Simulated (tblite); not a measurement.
**C$_{6}$H$_{14}$N$_{3}$Si (charge +1): geometry relaxation (part 1 of 2)**

System: C$_{6}$H$_{14}$N$_{3}$Si, charge +1.
Method: GFN2-xTB geometry optimisation, gas phase (tblite 0.8.0).

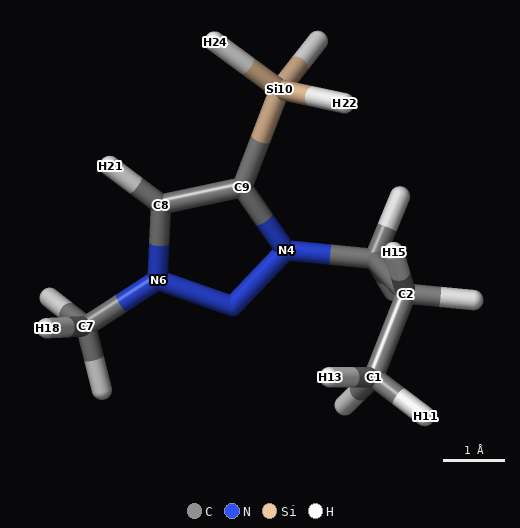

**Figure 1.** The starting structure (stick view, seen at a tilt; atoms are numbered from 1 in the order of the input). Bond lengths as drawn: C–C 1.38 to 1.52 Å, C–H 1.09 to 1.13 Å, C–N 1.34 to 1.47 Å, C–Si 1.86 Å, H–Si 1.45 to 1.49 Å and N–N 1.33 Å.

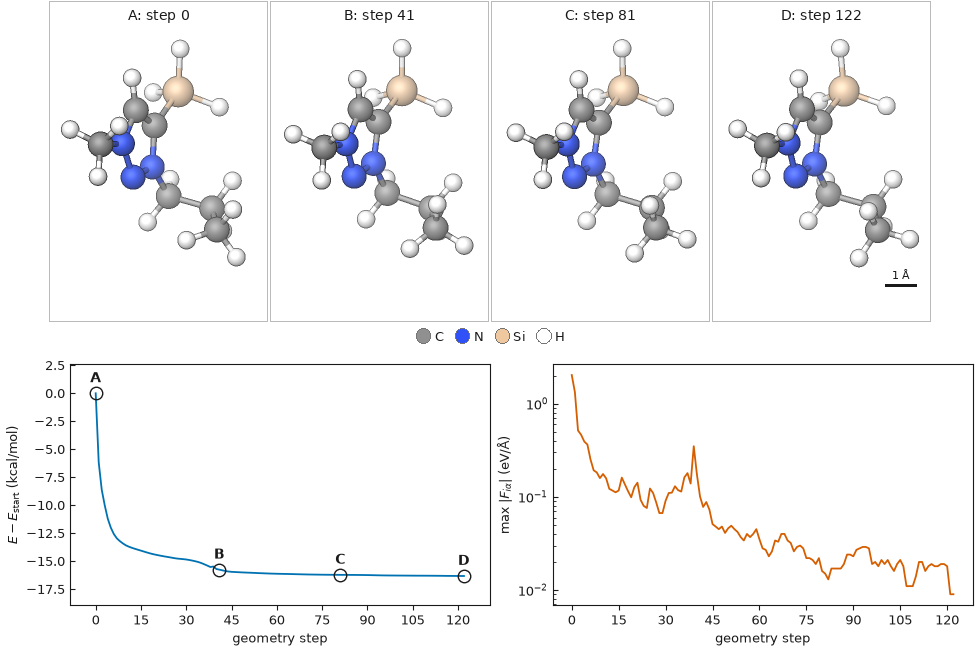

**Figure 2.** Frames of the relaxation (ball-and-stick view, seen at a tilt) above the curves, on which the letters mark them (steps are counted from 0).

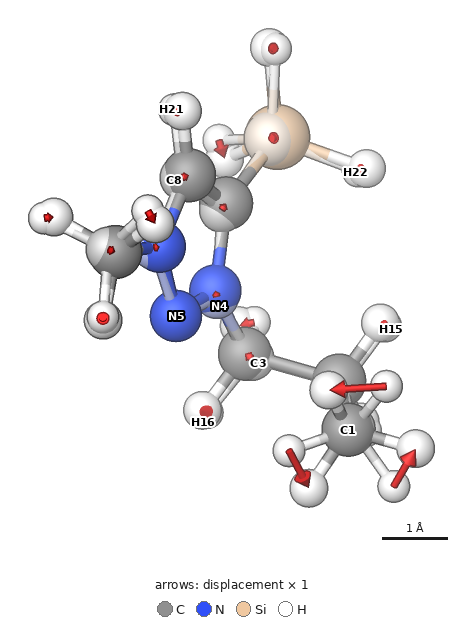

**Figure 3.** Start (faint) and end (solid) with the displacements as red arrows, at true length (ball-and-stick view, seen at a tilt). The two geometries are laid on each other by the best rigid fit. The largest move after the best rigid fit is that of H13, 0.89 Å. By element the largest moves are H 0.89 Å, Si 0.18 Å, C 0.13 Å, N 0.10 Å. Among the contacts that change: C9–Si10 1.860 → 1.915 Å, C2–C3 1.488 → 1.534 Å, C1–H13 1.126 → 1.088 Å, C3–N4 1.472 → 1.438 Å. Among the angles that change: H22–Si10–H23 105.4° → 113.1°, C9–Si10–H24 111.5° → 104.0°, H23–Si10–H24 107.4° → 114.6°. After 122 geometry steps the energy has fallen by 16.3 kcal/mol. The largest force component goes from 2 to 0.009 eV/Å. (Atoms are counted from 1 in the order of the input.)

The input that produced these results follows, with the program's output.

## Input file
```
{"job": {"kind": "relax", "xc": "GFN2-xTB", "basis": "xTB"}, "charge": 1, "multiplicity": 1}
C      2.518900    -1.123700     0.159800
C      2.360000     0.373700    -0.015300
C      1.336900     0.742200    -1.031700
N      0.000400     0.235900    -0.677600
N     -0.493300    -0.953400    -1.007800
N     -1.717800    -1.106100    -0.523700
C     -2.532500    -2.288000    -0.721200
C     -2.035300     0.007100     0.177500
C     -0.939900     0.833800     0.070500
Si    -0.874500     2.516500     0.859700
H      3.596500    -1.354600     0.167700
H      2.058100    -1.690600    -0.682900
H      2.100000    -1.490400     1.138000
H      3.355500     0.761300    -0.335900
H      2.112100     0.848500     0.956200
H      1.597600     0.462300    -2.052600
H      1.277400     1.859000    -1.007600
H     -2.854500    -2.655300     0.292800
H     -3.451300    -2.073900    -1.285200
H     -1.945500    -3.102600    -1.204900
H     -2.971700     0.198500     0.702500
H      0.412100     2.711500     1.561400
H     -0.922700     3.578600    -0.179800
H     -1.998300     2.729500     1.751000
```

The first line tells a small driver script what to run in tblite; the rest is the geometry in Å.

Run as:
```bash
OMP_NUM_THREADS=1 python <driver script> task.json out
```

## Log
```
step      E/eV     max force
  0    -818.13045    2.138
  1    -818.39824    1.399
  2    -818.50424    0.610
  3    -818.56476    0.509
  4    -818.61630    0.431
  5    -818.65082    0.417
  6    -818.67557    0.329
  7    -818.69242    0.221
  8    -818.70316    0.214
  9    -818.71200    0.209
 10    -818.71949    0.212
 11    -818.72478    0.204
 12    -818.72908    0.165
 13    -818.73294    0.161
 14    -818.73653    0.151
 15    -818.74003    0.153
 16    -818.74361    0.183
 17    -818.74722    0.164
 18    -818.75061    0.133
 19    -818.75356    0.132
 20    -818.75611    0.137
 21    -818.75848    0.162
 22    -818.76079    0.117
 23    -818.76286    0.100
 24    -818.76478    0.082
 25    -818.76686    0.133
 26    -818.76901    0.121
 27    -818.77070    0.088
 28    -818.77186    0.074
 29    -818.77293    0.084
 30    -818.77433    0.113
 31    -818.77625    0.125
 32    -818.77856    0.124
 33    -818.78114    0.130
 34    -818.78416    0.122
 35    -818.78809    0.146
 36    -818.79301    0.171
 37    -818.79806    0.185
 38    -818.80351    0.185
 39    -818.80144    0.372
 40    -818.81127    0.187
 41    -818.81373    0.104
 42    -818.81637    0.102
 43    -818.81911    0.106
 44    -818.82086    0.092
 45    -818.82209    0.067
 46    -818.82275    0.065
 47    -818.82338    0.056
 48    -818.82401    0.054
 49    -818.82458    0.046
 50    -818.82506    0.047
 51    -818.82551    0.052
 52    -818.82599    0.059
 53    -818.82650    0.060
 54    -818.82708    0.043
 55    -818.82750    0.042
 56    -818.82800    0.043
 57    -818.82847    0.039
 58    -818.82888    0.050
 59    -818.82923    0.048
 60    -818.82956    0.036
 61    -818.82984    0.035
 62    -818.83006    0.031
 63    -818.83027    0.029
 64    -818.83052    0.030
 65    -818.83082    0.038
 66    -818.83113    0.038
 67    -818.83143    0.046
 68    -818.83171    0.048
 69    -818.83200    0.044
 70    -818.83227    0.038
 71    -818.83248    0.031
 72    -818.83266    0.030
 73    -818.83283    0.032
 74    -818.83301    0.032
 75    -818.83319    0.028
 76    -818.83333    0.022
 77    -818.83344    0.026
 78    -818.83353    0.024
 79    -818.83361    0.025
 80    -818.83371    0.021
 81    -818.83378    0.021
 82    -818.83385    0.016
 83    -818.83392    0.020
 84    -818.83399    0.020
 85    -818.83407    0.019
 86    -818.83416    0.018
 87    -818.83425    0.020
 88    -818.83436    0.025
 89    -818.83451    0.026
 90    -818.83469    0.028
 91    -818.83491    0.032
 92    -818.83516    0.034
 93    -818.83543    0.033
 94    -818.83569    0.035
 95    -818.83591    0.031
 96    -818.83606    0.024
 97    -818.83618    0.022
 98    -818.83628    0.025
 99    -818.83638    0.023
100    -818.83647    0.024
101    -818.83655    0.024
102    -818.83662    0.018
103    -818.83671    0.017
104    -818.83678    0.021
105    -818.83688    0.021
106    -818.83695    0.018
107    -818.83701    0.011
108    -818.83704    0.012
109    -818.83707    0.013
110    -818.83712    0.015
111    -818.83720    0.020
112    -818.83728    0.021
113    -818.83737    0.019
114    -818.83748    0.022
115    -818.83762    0.025
116    -818.83776    0.020
117    -818.83788    0.024
118    -818.83796    0.025
119    -818.83803    0.021
120    -818.83811    0.020
121    -818.83819    0.011
122    -818.83821    0.010
```

## Trajectory as extended XYZ (Å, eV, eV/Å), 9 of the 123 frames kept, from step=0 to step=122
```
24
Properties=species:S:1:pos:R:3:forces:R:3 step=0 energy=-818.13045
C     2.5189   -1.1237    0.1598    0.1150  -1.2420   0.4350
C     2.3600    0.3737   -0.0153    1.2020  -0.0110   0.8970
C     1.3369    0.7422   -1.0317   -1.4130   1.2390  -0.2780
N     0.0004    0.2359   -0.6776   -1.4420  -1.5560  -0.0050
N    -0.4933   -0.9534   -1.0078    0.2810  -0.5750  -0.6680
N    -1.7178   -1.1061   -0.5237    1.1480   0.7140  -0.2250
C    -2.5325   -2.2880   -0.7212    0.3300  -0.5320   0.7860
C    -2.0353    0.0071    0.1775   -0.1400  -0.2490  -0.1030
C    -0.9399    0.8338    0.0705   -0.1370   1.0080   0.5220
Si   -0.8745    2.5165    0.8597    0.5560   2.0350   0.3500
H     3.5965   -1.3546    0.1677   -0.5530  -0.1680   0.0600
H     2.0581   -1.6906   -0.6829    0.3050   0.4010   0.7340
H     2.1000   -1.4904    1.1380    0.2800   0.3010  -1.0900
H     3.3555    0.7613   -0.3359   -0.8330   0.0860   0.1140
H     2.1121    0.8485    0.9562    0.1710  -0.1820  -0.4810
H     1.5976    0.4623   -2.0526   -0.1270  -0.4160   0.1240
H     1.2774    1.8590   -1.0076   -0.3250  -0.6160  -0.1880
H    -2.8545   -2.6553    0.2928    0.2900   0.2840  -0.8340
H    -3.4513   -2.0739   -1.2852    0.4640   0.0870   0.0170
H    -1.9455   -3.1026   -1.2049   -0.3650   0.7900   0.2220
H    -2.9717    0.1985    0.7025    0.5580  -0.2770  -0.3800
H     0.4121    2.7115    1.5614   -0.2340  -0.3130  -0.1250
H    -0.9227    3.5786   -0.1798   -0.0070  -0.5170   0.0640
H    -1.9983    2.7295    1.7510   -0.1260  -0.2900   0.0540
24
Properties=species:S:1:pos:R:3:forces:R:3 step=15 energy=-818.74003
C     2.5155   -1.1521    0.1602   -0.0020  -0.0870   0.0050
C     2.3362    0.3585   -0.0069    0.0900  -0.0750   0.0990
C     1.2418    0.7373   -1.0079    0.0570  -0.0050  -0.0300
N    -0.0543    0.2502   -0.6268    0.0090   0.0260  -0.0040
N    -0.4664   -0.9261   -1.0013   -0.0040   0.0220  -0.0170
N    -1.6593   -1.0711   -0.5103    0.0020  -0.0040   0.0240
C    -2.4485   -2.2449   -0.7083   -0.0110  -0.0580   0.0060
C    -2.0268    0.0161    0.1901    0.0240   0.0310   0.0430
C    -0.9719    0.8977    0.1236    0.0090   0.0670   0.0260
Si   -0.8413    2.6432    0.8809    0.0150   0.1170   0.0500
H     3.5699   -1.4096    0.2071   -0.0270   0.0300   0.0200
H     2.0799   -1.6990   -0.6721    0.0120   0.0210  -0.0420
H     2.0554   -1.5109    1.0782   -0.0560   0.0240  -0.0470
H     3.2575    0.8041   -0.3784    0.0230   0.0010  -0.0340
H     2.1271    0.8088    0.9612   -0.0400   0.0800   0.0540
H     1.4864    0.3070   -1.9778   -0.0210  -0.0790  -0.0990
H     1.1833    1.8225   -1.0963   -0.0270   0.0410  -0.0120
H    -2.7709   -2.6188    0.2625   -0.0490  -0.1150  -0.0110
H    -3.3287   -1.9976   -1.3026   -0.0140  -0.0700  -0.0360
H    -1.8549   -2.9975   -1.2194    0.0260  -0.0150  -0.0390
H    -2.9764    0.0985    0.6744   -0.0080   0.0170   0.0170
H     0.4387    2.6693    1.5821   -0.0050   0.0090  -0.0220
H    -0.9068    3.5503   -0.2628    0.0220  -0.0360   0.0250
H    -1.9973    2.6840    1.7619   -0.0230   0.0560   0.0240
24
Properties=species:S:1:pos:R:3:forces:R:3 step=30 energy=-818.77433
C     2.4805   -1.1581    0.1508   -0.0260  -0.0020   0.0140
C     2.3265    0.3567   -0.0147    0.0270  -0.0520  -0.0020
C     1.2288    0.7210   -1.0213   -0.0190   0.0250  -0.0030
N    -0.0699    0.2663   -0.6016   -0.0060   0.0320  -0.0110
N    -0.4869   -0.9061   -0.9761    0.0310   0.0330   0.0080
N    -1.6706   -1.0674   -0.4678    0.0280   0.0380   0.0070
C    -2.4080   -2.2674   -0.7272    0.0040   0.0070   0.0120
C    -2.0293    0.0178    0.2462    0.0240   0.0390   0.0290
C    -0.9782    0.9098    0.1696    0.0190   0.0200   0.0130
Si   -0.8334    2.6795    0.9072    0.0220  -0.0910  -0.0640
H     3.5222   -1.4239    0.3174   -0.0860   0.0530   0.0240
H     2.1408   -1.6803   -0.7428    0.0680   0.0220   0.0470
H     1.9079   -1.5268    1.0000   -0.0190   0.0180  -0.0650
H     3.2509    0.7850   -0.4022   -0.0040  -0.0180   0.0090
H     2.1207    0.8281    0.9483    0.0200  -0.0280  -0.0450
H     1.4438    0.2295   -1.9729   -0.0090   0.0170  -0.0060
H     1.1820    1.8011   -1.1686    0.0080   0.0180   0.0330
H    -2.7403   -2.7199    0.2064   -0.0150   0.0040   0.0010
H    -3.2765   -2.0454   -1.3478   -0.0310  -0.0230   0.0090
H    -1.7494   -2.9528   -1.2572   -0.0270  -0.0250  -0.0020
H    -2.9691    0.1133    0.7480   -0.0090  -0.0570  -0.0030
H     0.4502    2.7062    1.5962    0.0340  -0.0160   0.0140
H    -0.8714    3.5481   -0.2636    0.0090   0.0060  -0.0390
H    -1.9833    2.8056    1.7849   -0.0420  -0.0210   0.0190
```
